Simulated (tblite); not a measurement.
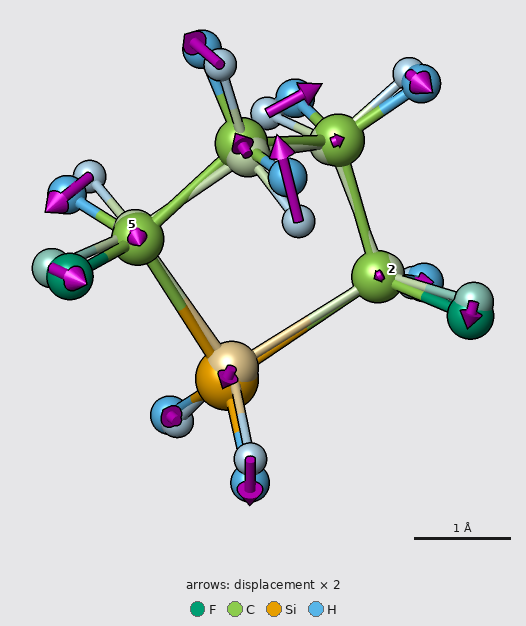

A relaxation of C4H8F2Si. The starting structure is drawn faded, the final one solid; purple arrows show the displacements, magnified 2 times. The two geometries are superimposed by the best rigid fit.

A ball-and-stick model, seen from a free direction.

The calculation used tblite, GFN2-xTB geometry optimisation, gas phase. 

Q: Which element moves most?

A: Hydrogen: up to 0.50 Å, against 0.32 Å for fluorine.

Q: What happened in the run?

A: The energy falls by 57.3 kJ/mol in 68 geometry steps. The largest move after the best rigid fit is that of an H atom, 0.50 Å. By element the largest moves are H 0.50 Å, F 0.32 Å, C 0.17 Å, Si 0.14 Å. Some distances before and after: C–Si 1.877 → 1.929 Å, C–H 1.128 → 1.092 Å, C–F 1.361 → 1.387 Å, C–C 1.513 → 1.528 Å. Among the angles between lasting bonds that change: F–C–H 115.0° → 104.8°, F–C–H 113.7° → 105.0°, C–C–Si 96.6° → 105.1°. Groups turn about C–C by about 20°. Cost: 0.4 s on 1 thread of Arm Neoverse V1, on a shared host.
